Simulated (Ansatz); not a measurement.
# Au wire along [100], 24 atoms a period: bands along the axis

Aim: is the Au wire along [100], 24 atoms a period a metal or a semiconductor?

Method: DFT PBE, plane waves, PAW; relaxation of a wire's period; PAW set soft_1, in the first sound run; inputs show where later runs differ, in Ansatz 0.2.0.

### 1. Starting point

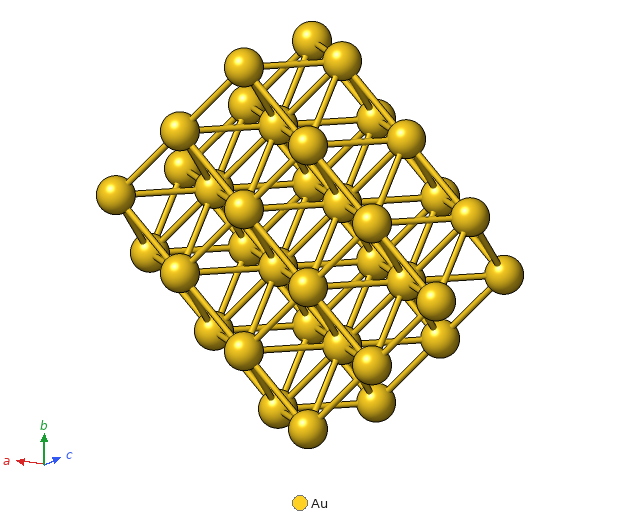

The cell as given, at a slant to the c axis (gold yellow). Some periodic images of atoms are drawn too.

The cell holds 24 atoms: 24 Au. Its edges and angles: a = 17.200 Å, b = 17.200 Å, c = 4.160 Å, α = 90.0°, β = 90.0°, γ = 90.0°. Vacuum lies along a and b. The structure's axis is c.

### 2. Relaxation of atoms and period

Band widths follow the bond lengths, so the wire is relaxed first. The atoms and the third cell vector are free; the box across stays fixed as vacuum. A Fermi-Dirac smearing is set since the result may be a metal. The pressure printed is a third of the stress's trace over the whole box, vacuum included; only the stress along the axis is relaxed.

File input.yaml:

```yaml
crystal:
  lattice:
    - [17.2, 0.0, 0.0]
    - [0.0, 17.2, 0.0]
    - [0.0, 0.0, 4.16]
  atoms:
    - { symbol: Au, position: [0.197674419, 0.439534884, 0.0] }
    - { symbol: Au, position: [0.318604651, 0.318604651, 0.0] }
    - { symbol: Au, position: [0.318604651, 0.560465116, 0.0] }
    - { symbol: Au, position: [0.439534884, 0.197674419, 0.0] }
    - { symbol: Au, position: [0.439534884, 0.439534884, 0.0] }
    - { symbol: Au, position: [0.439534884, 0.681395349, 0.0] }
    - { symbol: Au, position: [0.560465116, 0.318604651, 0.0] }
    - { symbol: Au, position: [0.560465116, 0.560465116, 0.0] }
    - { symbol: Au, position: [0.560465116, 0.802325581, 0.0] }
    - { symbol: Au, position: [0.681395349, 0.439534884, 0.0] }
    - { symbol: Au, position: [0.681395349, 0.681395349, 0.0] }
    - { symbol: Au, position: [0.802325581, 0.560465116, 0.0] }
    - { symbol: Au, position: [0.197674419, 0.560465116, 0.5] }
    - { symbol: Au, position: [0.318604651, 0.439534884, 0.5] }
    - { symbol: Au, position: [0.318604651, 0.681395349, 0.5] }
    - { symbol: Au, position: [0.439534884, 0.318604651, 0.5] }
    - { symbol: Au, position: [0.439534884, 0.560465116, 0.5] }
    - { symbol: Au, position: [0.439534884, 0.802325581, 0.5] }
    - { symbol: Au, position: [0.560465116, 0.197674419, 0.5] }
    - { symbol: Au, position: [0.560465116, 0.439534884, 0.5] }
    - { symbol: Au, position: [0.560465116, 0.681395349, 0.5] }
    - { symbol: Au, position: [0.681395349, 0.318604651, 0.5] }
    - { symbol: Au, position: [0.681395349, 0.560465116, 0.5] }
    - { symbol: Au, position: [0.802325581, 0.439534884, 0.5] }
kpoints:
  mp_grid: { grid: [1, 1, 20] }
scf:
  occupations: { method: fermi_dirac, width: 0.05 }
hamiltonian:
  xc: pbe
  pseudopotentials: { kind: paw, azcp: { folder: soft_1 } }
relax:
  cell: { fix: [a, b, alpha, beta, gamma] }
  max_steps: 45
  f_tol: 0.03
```

On the command line:

```sh
> ansatz run input.yaml --threads 4 --pin off --max-ram 16384MiB --backend cpu --events-out ev --progress --plain --runs-dir out
```

Numbers of over 12 decimals in the logs are rounded to 6 here.

Log:

```text
Engine: ansatz 0.2.0, x86_64-unknown-linux-gnu
Pseudopotentials: kind: paw
Pseudopotential: Au, paw, valence charge 19, recommended cutoff 420 eV (normal), soft_1/Au.paw.azcp
Functional definition: PBE
  parameter kappa = 0.804
  parameter beta = 0.066725
  exchange = pbe_x(kappa = kappa, mu = beta*pi^2/3)
  correlation = pbe_c(beta = beta)
Crystal: 24 atoms, lattice volume = 1230.694 Å³
Basis set: ecut = 420 eV, 23941 PW (Γ), exchange–correlation on 240×240×60 points (8 copies of the dense FFT grid, shifted against one another)
Bands: 274, of which v1, the nominal top of the filled ones, is band 228 counted from 1 (227 counted from 0)
Symmetry: 16 space group operations
Space group: P42/mcm (ITA 132), of the structure as read, at distance tolerance 1.1e-4 Å
k-points: 11 of 20
Non-local potential: Au, projectors of the file, l = 0: 3, l = 1: 2, l = 2: 2, l = 3: 1
PAW form: soft (Blöchl's): semilocal exchange-correlation on the pseudo side does not see the compensation charge
PAW one-centre angular grid: Au, 590 points (default); XC on 64 Gauss nodes
Initial density: superposition of atomic densities (neutral atoms: chi_scale 0, normalization atom)
Initial wavefunctions: pseudopotential atomic-orbital guess
Functional: x = pbe(κ = 0.804, μ = 0.219515), c = pbe(β = 0.066725)
SCF iter   1: F=—  HF=-315623.510625 eV  |F-HF|=—  |Δ(HF+E_count)|=         —  Δρ=3.39e-2  dr2=1.84e1  ethr=3.10e-3  ⟨swp⟩=6.4  Hψ=11634  notcnv=0  defer=150
preconditioner: auto → LDOS  [metal: Δε(μ)=0.006 eV  Ē_g=7.414 eV  σ=0.050 eV  W_gap=0.03  n_scr=266 (ndim 8)  ℏωp=17.2 eV  f_vac=0.567  D(μ)=8.37/eV (n_scr^D=28)  β→1.0]
SCF iter   2: F=—  HF=-315624.543660 eV  |F-HF|=—  |Δ(HF+E_count)|=    1.03e0  Δρ=3.64e-2  dr2=1.97e1  ethr=3.10e-3  ⟨swp⟩=3.0  Hψ=7218  notcnv=0  defer=358
SCF iter   3: F=—  HF=-315618.726244 eV  |F-HF|=—  |Δ(HF+E_count)|=    5.82e0  Δρ=2.55e-3  dr2=1.04e-1  ethr=3.10e-3  ⟨swp⟩=2.0  Hψ=5066  notcnv=0  defer=368
SCF iter   4: F=—  HF=-315618.713111 eV  |F-HF|=—  |Δ(HF+E_count)|=   1.31e-2  Δρ=1.19e-3  dr2=5.13e-2  ethr=2.28e-5  ⟨swp⟩=3.4  Hψ=7366  notcnv=0  defer=374
SCF iter   5: F=—  HF=-315618.706503 eV  |F-HF|=—  |Δ(HF+E_count)|=   6.61e-3  Δρ=3.82e-4  dr2=3.65e-3  ethr=1.13e-5  ⟨swp⟩=2.1  Hψ=4109  notcnv=0  defer=374
SCF iter   6: F=—  HF=-315618.706754 eV  |F-HF|=—  |Δ(HF+E_count)|=   2.51e-4  Δρ=1.26e-4  dr2=2.71e-4  ethr=7.99e-7  ⟨swp⟩=2.0  Hψ=4057  notcnv=0  defer=374
SCF iter   7: F=—  HF=-315618.706835 eV  |F-HF|=—  |Δ(HF+E_count)|=   8.03e-5  Δρ=3.47e-5  dr2=2.54e-5  ethr=5.94e-8  ⟨swp⟩=2.0  Hψ=4103  notcnv=0  defer=374
SCF iter   8: F=—  HF=-315618.707258 eV  |F-HF|=—  |Δ(HF+E_count)|=   4.24e-4  Δρ=1.13e-5  dr2=1.41e-6  ethr=5.58e-9  ⟨swp⟩=2.9  Hψ=4135  notcnv=0  defer=374
SCF iter   9: F=—  HF=-315618.707259 eV  |F-HF|=—  |Δ(HF+E_count)|=   9.82e-7  Δρ=3.77e-6  dr2=1.73e-7  ethr=3.09e-10  ⟨swp⟩=3.4  Hψ=5270  notcnv=0  defer=374
SCF iter  10: F=-315618.707259 eV  HF=-315618.707259 eV  |F-HF|=2.91e-8  |Δ(HF+E_count)|=   1.62e-7  Δρ=1.36e-6  dr2=1.41e-8  ethr=2.19e-11  ⟨swp⟩=4.0  Hψ=9478  notcnv=0
SCF 1 converged in 10 iterations: F = -315618.707259 eV  dr2 = 1.41e-8
  greatest PAW one-centre occupation: 1.000 electrons in one spin orbital (limit 2), on the Au atom at site 19 (counted from 0), in its partial waves of l = 0
relax step   1: F+E_penalty+E_count = -315618.70725934 eV  Δ(F+E_penalty+E_count) = +0.000e0 eV  max|allowed force component| = 6.955e-1 eV/Å  Δτ_max = 0.0000 Å  P = -2.018 GPa  Ω = 1230.694 Å³  fix = [a, b, alpha, beta, gamma]  reactions: a -1.835, b -1.835 GPa  (10 SCF iters, dr2 threshold 1.00e-7 eV, accepted)
Crystal: 24 atoms, lattice volume = 1188.217 Å³
Basis set: ecut = 420 eV, 23237 PW (Γ), exchange–correlation on 240×240×60 points (8 copies of the dense FFT grid, shifted against one another)
Initial density: handed on by an earlier stage of this run
Initial wavefunctions: those handed on with the density
iter 1 solved again at ethr=1.28e-4 eV; its pass at ethr=3.10e-3 eV (dr2=5.85e-1 eV) is discarded
SCF iter   1: F=—  HF=-315619.493129 eV  |F-HF|=—  |Δ(HF+E_count)|=         —  Δρ=6.82e-3  dr2=5.92e-1  ethr=1.28e-4  ⟨swp⟩=4.6  Hψ=16161  notcnv=0
preconditioner: auto → LDOS  [metal: Δε(μ)=0.034 eV  Ē_g=8.219 eV  σ=0.050 eV  W_gap=0.17  n_scr=266 (ndim 8)  ℏωp=17.5 eV  f_vac=0.579  D(μ)=7.19/eV (n_scr^D=24)  β→1.0]
SCF iter   2: F=—  HF=-315619.554132 eV  |F-HF|=—  |Δ(HF+E_count)|=   6.10e-2  Δρ=6.66e-3  dr2=8.28e-1  ethr=1.28e-4  ⟨swp⟩=4.1  Hψ=6626  notcnv=0
SCF iter   3: F=—  HF=-315619.343320 eV  |F-HF|=—  |Δ(HF+E_count)|=   2.11e-1  Δρ=6.15e-4  dr2=3.36e-3  ethr=1.28e-4  ⟨swp⟩=2.3  Hψ=5172  notcnv=0  defer=271
SCF iter   4: F=—  HF=-315619.343425 eV  |F-HF|=—  |Δ(HF+E_count)|=   1.05e-4  Δρ=2.72e-4  dr2=1.46e-3  ethr=7.37e-7  ⟨swp⟩=3.0  Hψ=6503  notcnv=0  defer=305
SCF iter   5: F=—  HF=-315619.343494 eV  |F-HF|=—  |Δ(HF+E_count)|=   6.84e-5  Δρ=6.64e-5  dr2=5.10e-5  ethr=3.21e-7  ⟨swp⟩=2.0  Hψ=4101  notcnv=0  defer=305
SCF iter   6: F=—  HF=-315619.343501 eV  |F-HF|=—  |Δ(HF+E_count)|=   7.20e-6  Δρ=2.22e-5  dr2=3.20e-6  ethr=1.12e-8  ⟨swp⟩=2.5  Hψ=4624  notcnv=0  defer=305
SCF iter   7: F=-315619.343506 eV  HF=-315619.343506 eV  |F-HF|=8.69e-8  |Δ(HF+E_count)|=   4.68e-6  Δρ=5.87e-6  dr2=5.62e-7  ethr=5.26e-10  ⟨swp⟩=4.7  Hψ=9855  notcnv=0
SCF 2 converged in 7 iterations: F = -315619.343506 eV  dr2 = 5.62e-7
relax step   2: F+E_penalty+E_count = -315619.34350563 eV  Δ(F+E_penalty+E_count) = -6.362e-1 eV  max|allowed force component| = 3.518e-1 eV/Å  Δτ_max = 0.1980 Å  P = +1.595 GPa  Ω = 1188.217 Å³  energy of the carried Pulay correction = +5.051e-3 eV  fix = [a, b, alpha, beta, gamma]  reactions: a +1.563, b +1.563 GPa  (7 SCF iters, dr2 threshold 2.40e-6 eV, accepted)
Crystal: 24 atoms, lattice volume = 1203.752 Å³
Basis set: ecut = 420 eV, 23549 PW (Γ), exchange–correlation on 240×240×60 points (8 copies of the dense FFT grid, shifted against one another)
iter 1 solved again at ethr=3.54e-5 eV; its pass at ethr=3.10e-3 eV (dr2=1.62e-1 eV) is discarded
SCF iter   1: F=—  HF=-315619.593547 eV  |F-HF|=—  |Δ(HF+E_count)|=         —  Δρ=3.18e-3  dr2=1.69e-1  ethr=3.54e-5  ⟨swp⟩=3.5  Hψ=14712  notcnv=0
preconditioner: auto → LDOS  [metal: Δε(μ)=0.016 eV  Ē_g=8.126 eV  σ=0.050 eV  W_gap=0.08  n_scr=266 (ndim 8)  ℏωp=17.4 eV  f_vac=0.571  D(μ)=7.63/eV (n_scr^D=24)  β→1.0]
SCF iter   2: F=—  HF=-315619.612586 eV  |F-HF|=—  |Δ(HF+E_count)|=   1.90e-2  Δρ=2.91e-3  dr2=2.61e-1  ethr=3.54e-5  ⟨swp⟩=2.6  Hψ=5405  notcnv=0
SCF iter   3: F=—  HF=-315619.559883 eV  |F-HF|=—  |Δ(HF+E_count)|=   5.27e-2  Δρ=3.54e-4  dr2=1.26e-3  ethr=3.54e-5  ⟨swp⟩=2.2  Hψ=4996  notcnv=0
SCF iter   4: F=—  HF=-315619.560216 eV  |F-HF|=—  |Δ(HF+E_count)|=   3.33e-4  Δρ=1.47e-4  dr2=3.15e-4  ethr=2.77e-7  ⟨swp⟩=2.0  Hψ=5734  notcnv=0
SCF iter   5: F=—  HF=-315619.560160 eV  |F-HF|=—  |Δ(HF+E_count)|=   5.58e-5  Δρ=3.05e-5  dr2=1.55e-5  ethr=6.91e-8  ⟨swp⟩=2.1  Hψ=4774  notcnv=0
SCF iter   6: F=-315619.560158 eV  HF=-315619.560158 eV  |F-HF|=4.92e-7  |Δ(HF+E_count)|=   1.74e-6  Δρ=1.03e-5  dr2=1.02e-6  ethr=5.26e-10  ⟨swp⟩=5.0  Hψ=10930  notcnv=0
SCF 3 converged in 6 iterations: F = -315619.560158 eV  dr2 = 1.02e-6
relax step   3: F+E_penalty+E_count = -315619.56015848 eV  Δ(F+E_penalty+E_count) = -2.167e-1 eV  max|allowed force component| = 7.155e-2 eV/Å  Δτ_max = 0.0915 Å  P = -0.265 GPa  Ω = 1203.752 Å³  energy of the carried Pulay correction = +3.169e-3 eV  fix = [a, b, alpha, beta, gamma]  reactions: a -0.260, b -0.260 GPa  (6 SCF iters, dr2 threshold 2.40e-6 eV, accepted)
Crystal: 24 atoms, lattice volume = 1202.429 Å³
iter 1 solved again at ethr=1.28e-6 eV; its pass at ethr=3.10e-3 eV (dr2=5.84e-3 eV) is discarded
SCF iter   1: F=—  HF=-315619.572240 eV  |F-HF|=—  |Δ(HF+E_count)|=         —  Δρ=7.41e-4  dr2=6.17e-3  ethr=1.28e-6  ⟨swp⟩=3.0  Hψ=12576  notcnv=0
preconditioner: auto → LDOS  [metal: Δε(μ)=0.008 eV  Ē_g=8.113 eV  σ=0.050 eV  W_gap=0.04  n_scr=266 (ndim 8)  ℏωp=17.4 eV  f_vac=0.572  D(μ)=7.65/eV (n_scr^D=24)  β→1.0]
SCF iter   2: F=—  HF=-315619.572618 eV  |F-HF|=—  |Δ(HF+E_count)|=   3.78e-4  Δρ=6.17e-4  dr2=7.67e-3  ethr=1.28e-6  ⟨swp⟩=3.1  Hψ=7316  notcnv=0
SCF iter   3: F=—  HF=-315619.570636 eV  |F-HF|=—  |Δ(HF+E_count)|=   1.98e-3  Δρ=9.35e-5  dr2=1.05e-4  ethr=1.28e-6  ⟨swp⟩=2.0  Hψ=5315  notcnv=0
SCF iter   4: F=—  HF=-315619.571039 eV  |F-HF|=—  |Δ(HF+E_count)|=   4.03e-4  Δρ=2.87e-5  dr2=1.29e-5  ethr=2.30e-8  ⟨swp⟩=3.5  Hψ=6054  notcnv=0
SCF iter   5: F=—  HF=-315619.571037 eV  |F-HF|=—  |Δ(HF+E_count)|=   2.07e-6  Δρ=7.09e-6  dr2=6.34e-7  ethr=2.83e-9  ⟨swp⟩=2.0  Hψ=4469  notcnv=0
SCF iter   6: F=-315619.571037 eV  HF=-315619.571037 eV  |F-HF|=6.25e-8  |Δ(HF+E_count)|=   1.44e-8  Δρ=2.09e-6  dr2=3.32e-8  ethr=7.02e-11  ⟨swp⟩=5.0  Hψ=10192  notcnv=0
SCF 4 converged in 6 iterations: F = -315619.571037 eV  dr2 = 3.32e-8
relax step   4: F+E_penalty+E_count = -315619.57103693 eV  Δ(F+E_penalty+E_count) = -1.088e-2 eV  max|allowed force component| = 1.160e-2 eV/Å  Δτ_max = 0.0202 Å  P = -0.012 GPa  Ω = 1202.429 Å³  energy of the carried Pulay correction = +3.328e-3 eV  fix = [a, b, alpha, beta, gamma]  reactions: a -0.030, b -0.030 GPa  (6 SCF iters, dr2 threshold 3.20e-7 eV, accepted)
Initial wavefunctions: pseudopotential atomic-orbital guess (no wavefunctions were taken with the density)
iter 1 solved again at ethr=2.22e-7 eV; its pass at ethr=3.10e-3 eV (dr2=1.01e-3 eV) is discarded
SCF iter   1: F=—  HF=-315619.567046 eV  |F-HF|=—  |Δ(HF+E_count)|=         —  Δρ=4.06e-5  dr2=3.36e-6  ethr=2.22e-7  ⟨swp⟩=5.2  Hψ=22848  notcnv=0
preconditioner: auto → LDOS  [metal: Δε(μ)=0.010 eV  Ē_g=8.119 eV  σ=0.050 eV  W_gap=0.05  n_scr=266 (ndim 8)  ℏωp=17.4 eV  f_vac=0.572  D(μ)=7.67/eV (n_scr^D=24)  β→1.0]
SCF iter   2: F=—  HF=-315619.567477 eV  |F-HF|=—  |Δ(HF+E_count)|=   4.31e-4  Δρ=1.22e-5  dr2=1.32e-6  ethr=7.37e-10  ⟨swp⟩=3.0  Hψ=6612  notcnv=0
SCF iter   3: F=—  HF=-315619.567477 eV  |F-HF|=—  |Δ(HF+E_count)|=   3.83e-7  Δρ=5.65e-6  dr2=3.89e-7  ethr=2.90e-10  ⟨swp⟩=2.3  Hψ=5545  notcnv=0
SCF iter   4: F=—  HF=-315619.567477 eV  |F-HF|=—  |Δ(HF+E_count)|=   8.31e-8  Δρ=1.38e-6  dr2=2.18e-8  ethr=8.53e-11  ⟨swp⟩=2.2  Hψ=4581  notcnv=0
SCF iter   5: F=—  HF=-315619.567477 eV  |F-HF|=—  |Δ(HF+E_count)|=   3.96e-9  Δρ=2.80e-7  dr2=1.16e-9  ethr=4.79e-12  ⟨swp⟩=2.2  Hψ=5060  notcnv=0
SCF iter   6: F=-315619.567477 eV  HF=-315619.567477 eV  |F-HF|=1.16e-10  |Δ(HF+E_count)|=  2.91e-10  Δρ=6.09e-8  dr2=5.04e-11  ethr=1.00e-12  ⟨swp⟩=5.0  Hψ=10690  notcnv=0
SCF 5 converged in 6 iterations: F = -315619.567477 eV  dr2 = 5.04e-11
relax step   5: F+E_penalty+E_count = -315619.56747662 eV  Δ(F+E_penalty+E_count) = +3.560e-3 eV  max|allowed force component| = 1.149e-2 eV/Å  Δτ_max = 0.0000 Å  P = -0.010 GPa  Ω = 1202.429 Å³  fix = [a, b, alpha, beta, gamma]  reactions: a -0.028, b -0.028 GPa  stress off target by 2.55e-2 GPa on what of the cell is left free  SCF on the basis re-selected at this cell (its energy is not comparable with the rows above)  (6 SCF iters)
basis re-selected at this cell: Δ(F+E_penalty+E_count) = +3.560e-3 eV, ΔP = +0.001 GPa vs the last step (what re-selecting the basis moved, of the pressure what is left beyond the Pulay correction that the steps carried, after the strain that the cell walked since its last selection, with what the two solves' SCF thresholds leave and, on support functions, any second-order correction that the steps lacked; it is no m [...]
SCF converged after 6 iterations
Free energy (F): -315619.567477 eV
Harris-Foulkes:  -315619.567477 eV  (|F-HF|=1.16e-10)
Internal energy: -315619.505330 eV  (E = F + TS)
E sigma→0 (E₀):  -315619.536403 eV
Entropy (-TS):   -0.062146 eV (-2.589 meV/atom)
Fermi energy:    3.659595 eV
--- Per-component energies (eV) ---
  E_band       = -12434.389366
  E_kinetic    = 13868.515743
  E_local      = -365135.288122  (includes V_loc(G=0)·N_el)
  E_nonlocal   = 2360.429039
  E_hartree    = 176123.855707
  E_xc         = -5147.342999
  E_vxc        = -6246.254000  (∫ρ·V_xc dr)
  E_paw        = -233569.886391  (= ΣΔE_a)
  E_vpaw       = -9529.540036  (= ΣTr[D̂ρ^β])
  E_aug_tail   = 0.039467  (compensation charges beyond the density's cutoff)
  E_ewald      = 95880.172225
  E_smearing   = -0.062146  (= −TS)
  E_closure    = 0.000000  (closes the sum)
  Σ components = -315619.567477   (vs F -315619.567477, Δ=0.00e0)
--- Forces (eV/Å), atoms counted from 1 ---
  atom   1  Au     0.01149416     0.00078856     0.00000000
  atom   2  Au    -0.00143282    -0.00143282     0.00000000
  atom   3  Au    -0.00365998    -0.00046352     0.00000000
  atom   4  Au     0.00078856     0.01149416     0.00000000
  atom   5  Au    -0.00188968    -0.00188968     0.00000000
  atom   6  Au     0.00046352     0.00365998     0.00000000
  atom   7  Au    -0.00046352    -0.00365998     0.00000000
  atom   8  Au     0.00188968     0.00188968     0.00000000
  atom   9  Au    -0.00078856    -0.01149416     0.00000000
  atom  10  Au     0.00365998     0.00046352     0.00000000
  atom  11  Au     0.00143282     0.00143282     0.00000000
  atom  12  Au    -0.01149416    -0.00078856     0.00000000
  atom  13  Au     0.01149416    -0.00078856     0.00000000
  atom  14  Au    -0.00365998     0.00046352     0.00000000
  atom  15  Au    -0.00143282     0.00143282     0.00000000
  atom  16  Au     0.00046352    -0.00365998     0.00000000
  atom  17  Au    -0.00188968     0.00188968     0.00000000
  atom  18  Au     0.00078856    -0.01149416     0.00000000
  atom  19  Au    -0.00078856     0.01149416     0.00000000
  atom  20  Au     0.00188968    -0.00188968     0.00000000
  atom  21  Au    -0.00046352     0.00365998     0.00000000
  atom  22  Au     0.00143282    -0.00143282     0.00000000
  atom  23  Au     0.00365998    -0.00046352     0.00000000
  atom  24  Au    -0.01149416     0.00078856     0.00000000
  max |Σ_I F_I| component: 3.47e-18 eV/Å
--- Stress (GPa, compression-positive) ---
       -0.028216       0.000000       0.000000
        0.000000      -0.028216       0.000000
        0.000000       0.000000       0.025507
  P = ⅓ Tr σ = -0.0103 GPa (-0.103 kbar)
--- Relaxed structure (4 steps of the walk, 4 accepted, 1 SCFs on fresh bases) ---
  F+E_penalty+E_count = -315619.56747662 eV   max|allowed force component| = 1.149e-2 eV/Å   (the final SCF, on the basis selected at the relaxed cell)
  cell:  # Å, volume = 1202.4289 Å³
    - [17.2, 0.0, 0.0]
    - [0.0, 17.2, 0.0]
    - [0.0, 0.0, 4.064457]
  atoms:
    - { symbol: Au, position: [0.206163, 0.442296, 0.0] }
    - { symbol: Au, position: [0.317993, 0.317993, 0.0] }
    - { symbol: Au, position: [0.317901, 0.565844, 0.0] }
    - { symbol: Au, position: [0.442296, 0.206163, 0.0] }
    - { symbol: Au, position: [0.439750, 0.439750, 0.0] }
    - { symbol: Au, position: [0.434156, 0.682099, 0.0] }
    - { symbol: Au, position: [0.565844, 0.317901, 0.0] }
    - { symbol: Au, position: [0.560250, 0.560250, 0.0] }
    - { symbol: Au, position: [0.557704, 0.793837, 0.0] }
    - { symbol: Au, position: [0.682099, 0.434156, 0.0] }
    - { symbol: Au, position: [0.682007, 0.682007, 0.0] }
    - { symbol: Au, position: [0.793837, 0.557704, 0.0] }
    - { symbol: Au, position: [0.206163, 0.557704, 0.5] }
    - { symbol: Au, position: [0.317901, 0.434156, 0.5] }
    - { symbol: Au, position: [0.317993, 0.682007, 0.5] }
    - { symbol: Au, position: [0.434156, 0.317901, 0.5] }
    - { symbol: Au, position: [0.439750, 0.560250, 0.5] }
    - { symbol: Au, position: [0.442296, 0.793837, 0.5] }
    - { symbol: Au, position: [0.557704, 0.206163, 0.5] }
    - { symbol: Au, position: [0.560250, 0.439750, 0.5] }
    - { symbol: Au, position: [0.565844, 0.682099, 0.5] }
    - { symbol: Au, position: [0.682007, 0.317993, 0.5] }
    - { symbol: Au, position: [0.682099, 0.565844, 0.5] }
    - { symbol: Au, position: [0.793837, 0.442296, 0.5] }
```

It took 3.9 min on 4 threads of Intel Xeon Platinum 8488C (Sapphire Rapids), shared host; peak memory 6.5 GiB.

[end of part 1 of 2]

[Logs are printed without paths, hosts, clocks, repeated set-up lines and the standing remarks that a program may print on its own settings, such as how far it seeks lower states.]

[Hosts, paths, dates, database ids (printed as entryN), source tags and the programs' standing remarks are cut or masked in the printed files.]
